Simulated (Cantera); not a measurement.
Feed: 1 mol PbS, 9.2 mol H₂, 16 mol N₂, equilibrated at 0.120 bar.

Method: chemical equilibrium by Gibbs-energy minimisation in Cantera with the NASA 1993 tables (ideal gas, pure condensed phases). Candidate condensed phases: Pb, PbS, S; 18 gas species. Gases not in the tables: S₃ to S₇. The numbers say what is thermodynamically allowed, not how fast it happens.

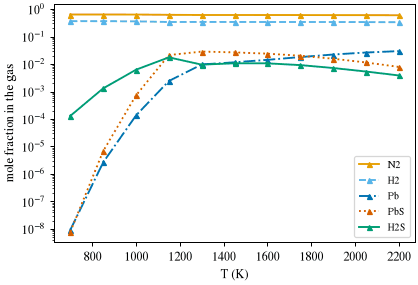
*Equilibrium gas composition (values under 1e-9 drawn at 1e-9)*

### Question
Read off the mole fractions at 1600 K.

### Answer
N₂ about 0.61, H₂ about 0.34, PbS about 0.024, Pb about 0.014, H₂S about 0.011.
